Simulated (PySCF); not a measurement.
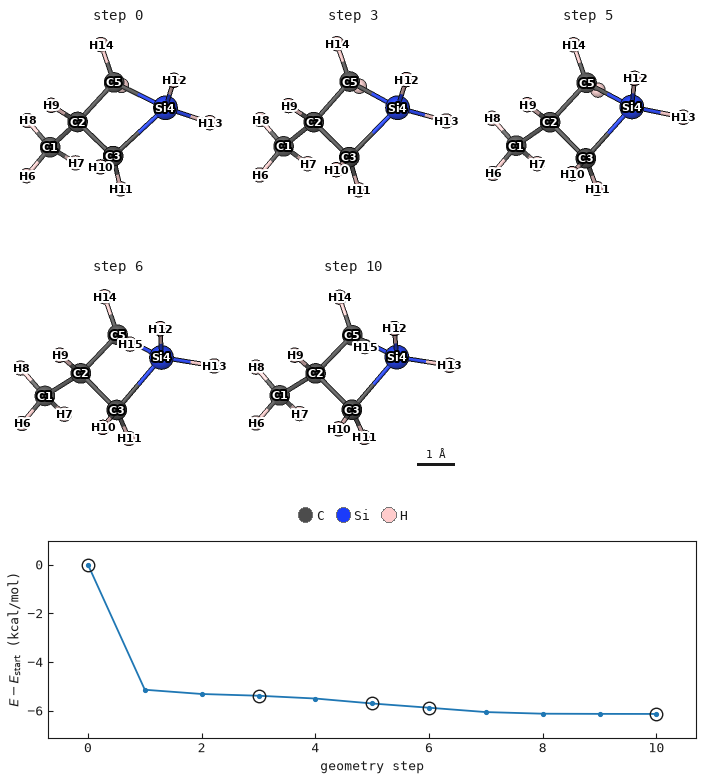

Frames of a relaxation of C$_{4}$H$_{10}$Si, marked on the history of the run. Style: ball-and-stick. Shown at a tilt.

The start comes from GFN2-xTB. Its atoms were then displaced at random by about 0.01 Å.

Computed with PBE0-D3(BJ)/def2-SVP geometry optimisation, gas phase (PySCF 2.14.0, density-fitted response routines). 

What happens along the run?

The largest move after the best rigid fit is that of H13, 0.48 Å. Largest moves by element: H 0.48 Å, C 0.19 Å, Si 0.13 Å. Some distances before and after: C3–Si4 1.949 → 1.894 Å, Si4–H13 1.444 → 1.497 Å, Si4–H12 1.454 → 1.496 Å, Si4–C5 1.935 → 1.894 Å. Among the angles between lasting bonds that change: Si4–C3–H10 116.7° → 122.8°, H12–Si4–H13 114.1° → 108.6°, C2–C5–Si4 92.1° → 86.9°. After 10 geometry steps the energy has fallen by 6.13 kcal/mol. The run took 55 s on 1 thread of Arm Neoverse V2, on a shared host. From step 0 to 3: H13 moves most (0.11 Å), energy −5.39 kcal/mol. From step 3 to 5: H13 moves most (0.22 Å), energy −0.32 kcal/mol. From step 5 to 6: H13 moves most (0.13 Å), energy −0.17 kcal/mol. From step 6 to 10: H15 moves most (0.07 Å), energy −0.26 kcal/mol.
